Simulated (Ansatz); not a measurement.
## Molecular dynamics of ZrHCl$_{2}$OF (part 2 of 2)

ZrHCl$_{2}$OF; RHF/def2-SVP (Ansatz 0.2.0). It belongs to a series of runs on one base structure; here: dynamics from the last frame of an earlier run.

Geometry of the input (Å):
```
Zr -0.0295  -0.1091  -0.0151
F  -0.1349  0.0013  1.9004
O  1.7681  -0.4044  -0.6130
H  2.5969  -0.5338  -1.0132
Cl -1.0005  1.9124  -0.8376
Cl -1.4062  -1.9160  -0.6875
```

### Log, continued
```
md step   116: t =    58.00 fs  T =   141.7 K  F+E_penalty+E_count = -31029.24481387 eV  E_kin = 0.073265 eV  conserved = -31029.17154862 eV  (40 SCF iters)
md step   117: t =    58.50 fs  T =   142.6 K  F+E_penalty+E_count = -31029.24530483 eV  E_kin = 0.073727 eV  conserved = -31029.17157792 eV  (65 SCF iters)
md step   118: t =    59.00 fs  T =   143.5 K  F+E_penalty+E_count = -31029.24580986 eV  E_kin = 0.074202 eV  conserved = -31029.17160768 eV  (40 SCF iters)
md step   119: t =    59.50 fs  T =   143.6 K  F+E_penalty+E_count = -31029.24585202 eV  E_kin = 0.074221 eV  conserved = -31029.17163090 eV  (40 SCF iters)
md step   120: t =    60.00 fs  T =   142.0 K  F+E_penalty+E_count = -31029.24505869 eV  E_kin = 0.073417 eV  conserved = -31029.17164125 eV  (40 SCF iters)
md step   121: t =    60.50 fs  T =   138.5 K  F+E_penalty+E_count = -31029.24326094 eV  E_kin = 0.071626 eV  conserved = -31029.17163473 eV  (40 SCF iters)
md step   122: t =    61.00 fs  T =   133.3 K  F+E_penalty+E_count = -31029.24055523 eV  E_kin = 0.068944 eV  conserved = -31029.17161118 eV  (40 SCF iters)
md step   123: t =    61.50 fs  T =   127.1 K  F+E_penalty+E_count = -31029.23730407 eV  E_kin = 0.065729 eV  conserved = -31029.17157511 eV  (40 SCF iters)
md step   124: t =    62.00 fs  T =   120.9 K  F+E_penalty+E_count = -31029.23406464 eV  E_kin = 0.062530 eV  conserved = -31029.17153509 eV  (40 SCF iters)
md step   125: t =    62.50 fs  T =   116.0 K  F+E_penalty+E_count = -31029.23145477 eV  E_kin = 0.059953 eV  conserved = -31029.17150171 eV  (39 SCF iters)
md step   126: t =    63.00 fs  T =   113.2 K  F+E_penalty+E_count = -31029.22998942 eV  E_kin = 0.058505 eV  conserved = -31029.17148432 eV  (40 SCF iters)
md step   127: t =    63.50 fs  T =   113.0 K  F+E_penalty+E_count = -31029.22993665 eV  E_kin = 0.058449 eV  conserved = -31029.17148792 eV  (39 SCF iters)
md step   128: t =    64.00 fs  T =   115.5 K  F+E_penalty+E_count = -31029.23124106 eV  E_kin = 0.059730 eV  conserved = -31029.17151135 eV  (40 SCF iters)
md step   129: t =    64.50 fs  T =   119.9 K  F+E_penalty+E_count = -31029.23354156 eV  E_kin = 0.061994 eV  conserved = -31029.17154771 eV  (40 SCF iters)
md step   130: t =    65.00 fs  T =   125.1 K  F+E_penalty+E_count = -31029.23627722 eV  E_kin = 0.064690 eV  conserved = -31029.17158678 eV  (40 SCF iters)
md step   131: t =    65.50 fs  T =   130.0 K  F+E_penalty+E_count = -31029.23884477 eV  E_kin = 0.067227 eV  conserved = -31029.17161818 eV  (40 SCF iters)
md step   132: t =    66.00 fs  T =   133.7 K  F+E_penalty+E_count = -31029.24075761 eV  E_kin = 0.069123 eV  conserved = -31029.17163495 eV  (40 SCF iters)
md step   133: t =    66.50 fs  T =   135.6 K  F+E_penalty+E_count = -31029.24175900 eV  E_kin = 0.070125 eV  conserved = -31029.17163416 eV  (39 SCF iters)
md step   134: t =    67.00 fs  T =   135.9 K  F+E_penalty+E_count = -31029.24186735 eV  E_kin = 0.070250 eV  conserved = -31029.17161758 eV  (40 SCF iters)
md step   135: t =    67.50 fs  T =   134.9 K  F+E_penalty+E_count = -31029.24134989 eV  E_kin = 0.069760 eV  conserved = -31029.17159036 eV  (40 SCF iters)
md step   136: t =    68.00 fs  T =   133.6 K  F+E_penalty+E_count = -31029.24064246 eV  E_kin = 0.069083 eV  conserved = -31029.17155941 eV  (40 SCF iters)
md step   137: t =    68.50 fs  T =   132.9 K  F+E_penalty+E_count = -31029.24024049 eV  E_kin = 0.068709 eV  conserved = -31029.17153174 eV  (40 SCF iters)
md step   138: t =    69.00 fs  T =   133.6 K  F+E_penalty+E_count = -31029.24058722 eV  E_kin = 0.069074 eV  conserved = -31029.17151322 eV  (40 SCF iters)
md step   139: t =    69.50 fs  T =   136.3 K  F+E_penalty+E_count = -31029.24197964 eV  E_kin = 0.070472 eV  conserved = -31029.17150767 eV  (40 SCF iters)
md step   140: t =    70.00 fs  T =   141.2 K  F+E_penalty+E_count = -31029.24450640 eV  E_kin = 0.072990 eV  conserved = -31029.17151648 eV  (40 SCF iters)
md step   141: t =    70.50 fs  T =   147.9 K  F+E_penalty+E_count = -31029.24802538 eV  E_kin = 0.076487 eV  conserved = -31029.17153843 eV  (40 SCF iters)
md step   142: t =    71.00 fs  T =   155.9 K  F+E_penalty+E_count = -31029.25218366 eV  E_kin = 0.080614 eV  conserved = -31029.17156981 eV  (40 SCF iters)
md step   143: t =    71.50 fs  T =   164.2 K  F+E_penalty+E_count = -31029.25647735 eV  E_kin = 0.084872 eV  conserved = -31029.17160490 eV  (39 SCF iters)
md step   144: t =    72.00 fs  T =   171.6 K  F+E_penalty+E_count = -31029.26034424 eV  E_kin = 0.088708 eV  conserved = -31029.17163667 eV  (39 SCF iters)
md step   145: t =    72.50 fs  T =   177.2 K  F+E_penalty+E_count = -31029.26327562 eV  E_kin = 0.091618 eV  conserved = -31029.17165811 eV  (40 SCF iters)
md step   146: t =    73.00 fs  T =   180.4 K  F+E_penalty+E_count = -31029.26492755 eV  E_kin = 0.093264 eV  conserved = -31029.17166372 eV  (40 SCF iters)
md step   147: t =    73.50 fs  T =   180.9 K  F+E_penalty+E_count = -31029.26520636 eV  E_kin = 0.093555 eV  conserved = -31029.17165123 eV  (40 SCF iters)
md step   148: t =    74.00 fs  T =   179.3 K  F+E_penalty+E_count = -31029.26430317 eV  E_kin = 0.092680 eV  conserved = -31029.17162291 eV  (40 SCF iters)
md step   149: t =    74.50 fs  T =   176.1 K  F+E_penalty+E_count = -31029.26265827 eV  E_kin = 0.091073 eV  conserved = -31029.17158514 eV  (39 SCF iters)
these checks for a lower state are left out or cut short: starts, cluster_reference, orbital_swaps, neighbouring_geometries, increment
1024 factors; integrals over basis functions are off by at most 2.7e-4 eV
mean field -31029.26085686 eV, -1140.3043041010 hartree, gradient 1.2e-5 eV, S^2 0.000000; 0 other end points of the search recorded, 0 dependent functions left out
the calculation of the forces begins
reference -31029.26085686 eV, -1140.3043041010 hartree; 32, 32 occupied and 68, 68 virtual orbitals, 1024 factors
1024 factors; integrals over basis functions are off by at most 2.7e-4 eV
mean field evaluation 1472: about -31029.2609 eV, gradient 1.5e-5 eV
mean field -31029.26085686 eV, -1140.3043041010 hartree, gradient 1.2e-5 eV, S^2 0.000000; 1 other end points of the search recorded, 0 dependent functions left out
the calculation of the forces begins
reference -31029.26085686 eV, -1140.3043041010 hartree; 32, 32 occupied and 68, 68 virtual orbitals, 1024 factors
md step   150: t =    75.00 fs  T =   172.7 K  F+E_penalty+E_count = -31029.26085686 eV  E_kin = 0.089309 eV  conserved = -31029.17154795 eV  (64 SCF iters)
```

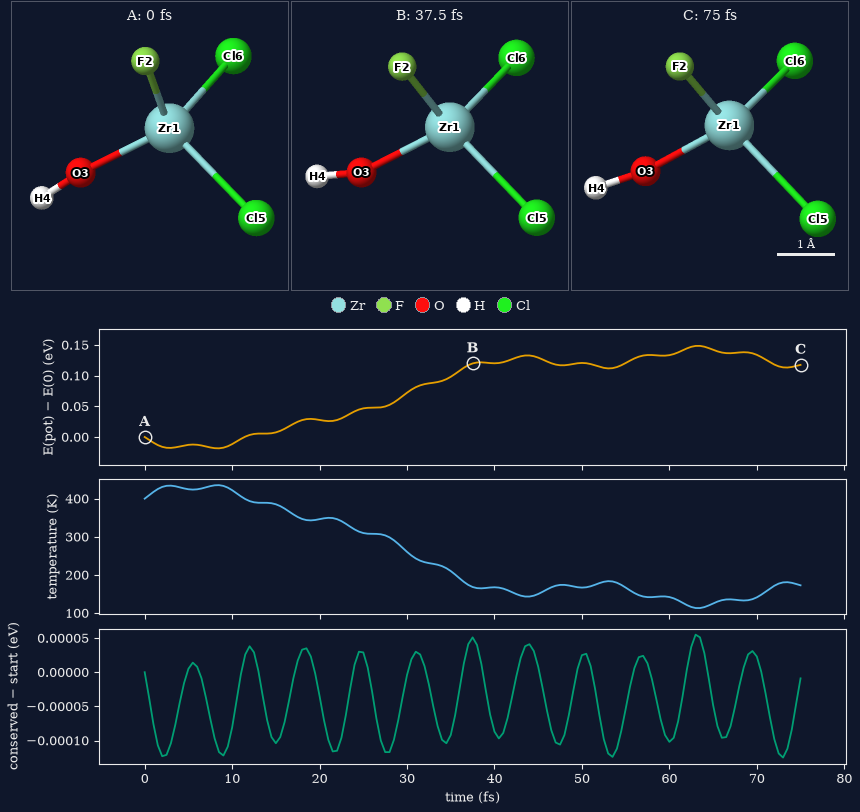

**Figure 1.** Frames of the molecular dynamics (ball-and-stick, seen at a tilt) above the curves, on which the letters mark them. The trajectory kept here has 151 frames over 75 fs. The temperature starts at 400 K, ranges from 113 to 435 K and averages 154 K over the second half. The potential energy ends 0.117 eV above its first value. The conserved quantity stays within 0.00018 eV. After an unweighted best fit of the last frame on the first, the root-mean-square displacement is 0.26 Å, and F2 has moved furthest (0.43 Å).

```
Total energy: -31029.26085686 eV, -1140.3043041010 hartree
Atom 0 at    -0.081293    -0.103751     0.046874 Å, force    -0.037316     0.185217    -0.143929 eV/Å
Atom 1 at     0.241105    -0.054215     1.927981 Å, force    -0.399432     0.060513    -0.095703 eV/Å
Atom 2 at     1.663000    -0.403908    -0.576949 Å, force    -0.633072     0.151379    -0.114926 eV/Å
Atom 3 at     2.588291    -0.389602    -0.504418 Å, force     1.041132    -0.078242    -0.098383 eV/Å
Atom 4 at    -1.016040     1.866831    -0.956085 Å, force     0.172675    -0.080626     0.291013 eV/Å
Atom 5 at    -1.410744    -1.866995    -0.802814 Å, force    -0.143986    -0.238240     0.161927 eV/Å
Dipole moment:     0.539522    -0.019485     0.117951 e Å
```

### Trajectory as extended XYZ (Å, eV, eV/Å), 15 of the 151 frames kept, from step=0 to step=150
```
6
Properties=species:S:1:pos:R:3:forces:R:3 step=0 time_fs=0.0 energy=-31029.37836 temperature=400.0
Zr   -0.0295   -0.1091   -0.0151    0.3401   0.0867   0.5144
F    -0.1349    0.0013    1.9004    0.1821  -0.0764  -0.7130
O     1.7681   -0.4044   -0.6130   -1.5002   0.3285   0.5509
H     2.5969   -0.5338   -1.0132    0.7601  -0.1252  -0.3092
Cl   -1.0005    1.9124   -0.8376    0.1964  -0.1624  -0.0046
Cl   -1.4062   -1.9160   -0.6875    0.0216  -0.0514  -0.0386
6
Properties=species:S:1:pos:R:3:forces:R:3 step=11 time_fs=5.5 energy=-31029.39062 temperature=423.7
Zr   -0.0350   -0.1056   -0.0058    0.3383  -0.0864  -0.3524
F    -0.0826   -0.0035    1.8814    0.0549  -0.0212   0.1295
O     1.7655   -0.3852   -0.5875    0.4213  -0.1693  -0.3631
H     2.6170   -0.6040   -0.9805   -1.0726   0.3131   0.5374
Cl   -1.0056    1.9044   -0.8485    0.1544  -0.0773   0.0081
Cl   -1.4156   -1.9171   -0.7046    0.1037   0.0411   0.0405
6
Properties=species:S:1:pos:R:3:forces:R:3 step=21 time_fs=10.5 energy=-31029.38577 temperature=414.3
Zr   -0.0390   -0.1027    0.0017    0.2255  -0.2241  -1.1028
F    -0.0342   -0.0081    1.8656   -0.0216   0.0243   0.8829
O     1.7634   -0.3688   -0.5671   -1.1421   0.2113   0.3241
H     2.5782   -0.6501   -0.9209    0.6352  -0.1320  -0.2381
Cl   -1.0091    1.8966   -0.8583    0.1213  -0.0051   0.0200
Cl   -1.4234   -1.9178   -0.7199    0.1818   0.1255   0.1140
6
Properties=species:S:1:pos:R:3:forces:R:3 step=32 time_fs=16.0 energy=-31029.36497 temperature=374.0
Zr   -0.0429   -0.1001    0.0068   -0.3180  -0.2602  -1.2595
F     0.0187   -0.0129    1.8608   -0.0726   0.0455   1.2396
O     1.7473   -0.3487   -0.5418    0.4420  -0.3551  -0.3293
H     2.5672   -0.7050   -0.8652   -0.3731   0.3041   0.1731
Cl   -1.0120    1.8879   -0.8690    0.0808   0.0956   0.0101
Cl   -1.4305   -1.9176   -0.7358    0.2408   0.1701   0.1659
6
Properties=species:S:1:pos:R:3:forces:R:3 step=43 time_fs=21.5 energy=-31029.35217 temperature=349.1
Zr   -0.0478   -0.0984    0.0080   -0.6762  -0.2470  -0.6346
F     0.0705   -0.0170    1.8740   -0.1562   0.0294   0.8024
O     1.7351   -0.3337   -0.5207    0.4206  -0.3089  -0.3516
H     2.5400   -0.7374   -0.8013    0.0778   0.1597  -0.0122
Cl   -1.0143    1.8800   -0.8796    0.0517   0.1681  -0.0028
Cl   -1.4357   -1.9160   -0.7504    0.2824   0.1988   0.1988
6
Properties=species:S:1:pos:R:3:forces:R:3 step=54 time_fs=27.0 energy=-31029.33014 temperature=306.6
Zr   -0.0547   -0.0974    0.0073   -0.6125  -0.2235   0.3135
F     0.1198   -0.0207    1.8990   -0.3018  -0.0027  -0.0528
O     1.7294   -0.3236   -0.5058    0.0316  -0.1176  -0.2992
H     2.5241   -0.7579   -0.7388    0.5578  -0.0694  -0.1658
Cl   -1.0161    1.8735   -0.8903    0.0307   0.2097  -0.0106
Cl   -1.4386   -1.9128   -0.7633    0.2942   0.2035   0.2149
6
Properties=species:S:1:pos:R:3:forces:R:3 step=64 time_fs=32.0 energy=-31029.29223 temperature=233.4
Zr   -0.0626   -0.0972    0.0073   -0.2709  -0.2033   0.9908
F     0.1606   -0.0241    1.9215   -0.4554  -0.0254  -0.7199
O     1.7265   -0.3174   -0.4973    1.1253  -0.7794  -0.6221
H     2.5454   -0.7760   -0.6936   -0.6831   0.6060   0.1447
Cl   -1.0175    1.8690   -0.9000    0.0147   0.2287  -0.0093
Cl   -1.4391   -1.9084   -0.7736    0.2694   0.1734   0.2158
6
Properties=species:S:1:pos:R:3:forces:R:3 step=75 time_fs=37.5 energy=-31029.25849 temperature=168.3
Zr   -0.0720   -0.0975    0.0104    0.5389  -0.2107   1.1952
F     0.1987   -0.0281    1.9359   -0.6014  -0.0337  -1.1110
O     1.7354   -0.3205   -0.4970   -1.2209   0.2714  -0.1075
H     2.5396   -0.7589   -0.6381    1.0421  -0.3590  -0.2242
Cl   -1.0190    1.8659   -0.9107    0.0176   0.1954   0.0247
Cl   -1.4376   -1.9022   -0.7832    0.2237   0.1367   0.2227
6
Properties=species:S:1:pos:R:3:forces:R:3 step=86 time_fs=43.0 energy=-31029.24682 temperature=145.6
Zr   -0.0798   -0.0986    0.0171    0.9453  -0.1483   0.9667
F     0.2278   -0.0327    1.9338   -0.6616  -0.0260  -0.9897
O     1.7318   -0.3234   -0.5005    0.4436  -0.6365  -0.3045
H     2.5873   -0.7512   -0.5961   -0.8948   0.6026   0.0458
Cl   -1.0202    1.8643   -0.9213    0.0241   0.1604   0.0674
Cl   -1.4343   -1.8950   -0.7909    0.1434   0.0478   0.2142
6
Properties=species:S:1:pos:R:3:forces:R:3 step=96 time_fs=48.0 energy=-31029.26152 temperature=173.8
Zr   -0.0843   -0.0999    0.0259    1.1570  -0.0774   0.3382
F     0.2455   -0.0372    1.9190   -0.6296  -0.0049  -0.5053
O     1.7295   -0.3331   -0.5076   -0.9431   0.0119  -0.0836
H     2.5877   -0.7099   -0.5582    0.2942   0.0008  -0.0906
Cl   -1.0212    1.8641   -0.9304    0.0493   0.0984   0.1281
Cl   -1.4302   -1.8880   -0.7964    0.0723  -0.0288   0.2132
6
Properties=species:S:1:pos:R:3:forces:R:3 step=107 time_fs=53.5 energy=-31029.26622 temperature=182.9
Zr   -0.0858   -0.1016    0.0364    0.8426   0.0449  -0.5770
F     0.2559   -0.0422    1.8961   -0.4902   0.0283   0.3687
O     1.7132   -0.3447   -0.5173   -0.3020  -0.1230  -0.0927
H     2.6049   -0.6584   -0.5233   -0.1191   0.1356  -0.0942
Cl   -1.0219    1.8646   -0.9394    0.0795   0.0439   0.1913
Cl   -1.4252   -1.8806   -0.8008   -0.0108  -0.1297   0.2038
6
Properties=species:S:1:pos:R:3:forces:R:3 step=118 time_fs=59.0 energy=-31029.24581 temperature=143.5
Zr   -0.0847   -0.1031    0.0451    0.2362   0.1739  -1.3611
F     0.2588   -0.0467    1.8788   -0.3197   0.0602   1.1916
O     1.6913   -0.3581   -0.5286    0.6100  -0.2172  -0.1249
H     2.6130   -0.5969   -0.4987   -0.5568   0.2001  -0.1404
Cl   -1.0220    1.8654   -0.9468    0.1114   0.0000   0.2439
Cl   -1.4202   -1.8743   -0.8035   -0.0812  -0.2170   0.1909
6
Properties=species:S:1:pos:R:3:forces:R:3 step=129 time_fs=64.5 energy=-31029.23354 temperature=119.9
Zr   -0.0828   -0.1041    0.0496   -0.1791   0.2488  -1.5278
F     0.2566   -0.0504    1.8789   -0.2451   0.0759   1.3725
O     1.6755   -0.3745   -0.5424   -0.4650   0.1106  -0.2006
H     2.5922   -0.5203   -0.4862    0.8687  -0.1320  -0.1066
Cl   -1.0211    1.8663   -0.9522    0.1444  -0.0439   0.2821
Cl   -1.4159   -1.8697   -0.8046   -0.1239  -0.2595   0.1804
6
Properties=species:S:1:pos:R:3:forces:R:3 step=139 time_fs=69.5 energy=-31029.24198 temperature=136.3
Zr   -0.0816   -0.1043    0.0497   -0.4298   0.2851  -0.9599
F     0.2513   -0.0527    1.8966   -0.2840   0.0724   0.8695
O     1.6595   -0.3884   -0.5578    1.7123  -0.0537  -0.1193
H     2.6152   -0.4580   -0.4856   -1.0064   0.0311  -0.2415
Cl   -1.0193    1.8668   -0.9551    0.1599  -0.0562   0.2880
Cl   -1.4129   -1.8674   -0.8044   -0.1521  -0.2786   0.1631
6
Properties=species:S:1:pos:R:3:forces:R:3 step=150 time_fs=75.0 energy=-31029.26086 temperature=172.7
Zr   -0.0813   -0.1038    0.0469   -0.0373   0.1852  -0.1439
F     0.2411   -0.0542    1.9280   -0.3994   0.0605  -0.0957
O     1.6630   -0.4039   -0.5769   -0.6331   0.1514  -0.1149
H     2.5883   -0.3896   -0.5044    1.0411  -0.0782  -0.0984
Cl   -1.0160    1.8668   -0.9561    0.1727  -0.0806   0.2910
Cl   -1.4107   -1.8670   -0.8028   -0.1440  -0.2382   0.1619
```

### Key numbers

```json
{"quantity": "outcome", "value": "finished"}
{"quantity": "mean temperature over the second half", "value": "154 K"}
{"quantity": "trajectory", "value": "150 steps, 75 fs"}
{"quantity": "ensemble", "value": "nve"}
{"quantity": "temperature in the input", "value": "400.0 K"}
{"quantity": "time step", "value": "0.5 fs"}
{"quantity": "potential energy (last step)", "value": "−31029.2609 eV"}
{"quantity": "mean-field energy (last step)", "value": "−31029.2609 eV"}
{"quantity": "largest force (length of the vector) (last step)", "value": "1.049 eV/Å"}
{"quantity": "wall time", "value": "6 min"}
{"quantity": "peak memory", "value": "0.2 GiB"}
```

### Remarks

So short a trajectory is not equilibrated.
